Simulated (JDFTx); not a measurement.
surface: Cd(0001)
bulk: Cd, P6_3/mmc, lattice of mp-94 (not re-optimised)
slab: 4 atoms in 4 planes, 1x1, 8.9 Å between the outermost planes
in-plane cell: 2.958 × 2.958 Å, 7.58 Å²
cell height: 24.8 Å
sampling: 8×8×1 k mesh, Fermi smearing 0.01 Ha, no spin polarisation

Level of theory: PBE, GBRV ultrasoft potentials, plane waves to 20/100 Ha; code: JDFTx (a modified build). Liquid on both sides: linear PCM (GLSSA13), water, 1 M NaCl; nuclei fixed. SHE scale: U = −μ/e − 4.44 V, by convention.

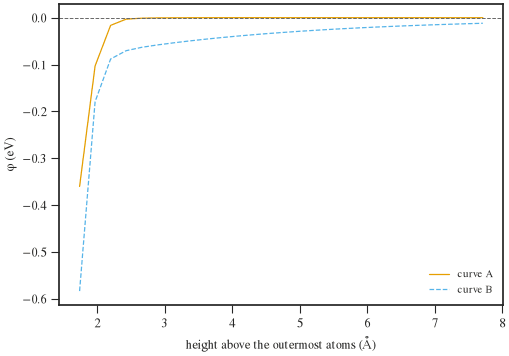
Plane-averaged electrostatic potential energy of an electron for two states of the electrode

Question: One curve is the neutral slab. Which, and what is the sign of the other's charge?

Answer: Curve A is neutral (potential of zero charge, -0.94 V). Curve B is positively charged, 15.7 μC/cm² at -0.05 V.
